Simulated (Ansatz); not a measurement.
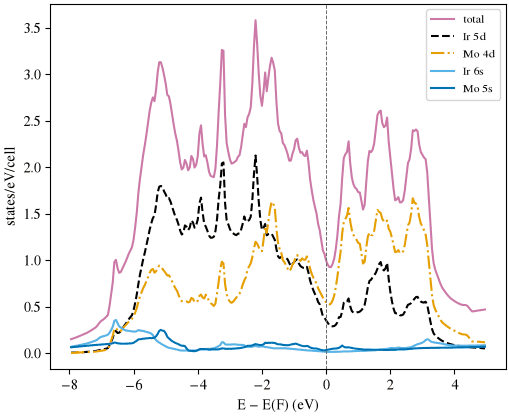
Figure: Total and projected density of states of MoIr (L1₀ or tetragonal B2, P4/mmm), DFT-PBE in the program Ansatz with PAW potentials

Task: Which orbitals carry the states next to the Fermi level?

Result: Within 0.5 eV of the Fermi level: Mo 4d 56 %, Ir 5d 34 %. Projections are on Löwdin-orthogonalised atomic valence shells; empty p or d shells of many metals are not among them.

Task: Where is the tallest occupied peak in this window, and what makes it?

Result: Near -2.2 eV, about 3.6 states/eV per cell; the largest projected share is Ir 5d.

The start of the workflow was typed in or built on a structure type; neither database checked (COD, Materials Project) lists it. COD files the formula under space group No. 51. Whether it is the stable phase at ambient conditions was not checked. Symmetry was held in the PBE relaxation; its stability against distortions is not shown here. No spin polarisation was allowed. Scalar-relativistic: spin–orbit coupling is off unless named, which matters more the heavier the elements.

Potentials: the later of the program's two PAW sets.
